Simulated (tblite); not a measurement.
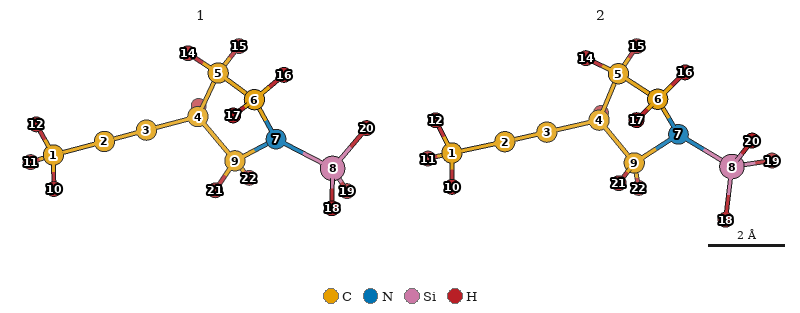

Two geometries of C$_{7}$H$_{13}$NSi, drawn at one scale. One is the start of a relaxation, the other its converged end. A ball-and-stick model, seen at a tilt.

All numbers below come from GFN2-xTB geometry optimisation, gas phase in tblite 0.8.0. 

Which one is relaxed?

Structure 1 is the relaxed one. The atom that moves furthest after the best rigid fit is an H atom (1.06 Å). Largest moves by element: H 1.06 Å, N 0.32 Å, C 0.18 Å, Si 0.08 Å. Among the contacts that change: C–H 1.144 → 1.094 Å, C–C 1.512 → 1.550 Å, H–Si 1.497 → 1.463 Å, C–H 1.124 → 1.090 Å. Bond angles that change, for instance: C–N–Si 116.1° → 125.6°, H–Si–H 105.1° → 113.3°, C–C–N 99.5° → 105.5°. The energy falls by 59.9 kJ/mol in 144 geometry steps. The run took 2.1 s on 1 thread of Arm Neoverse N1, with other jobs on the host.
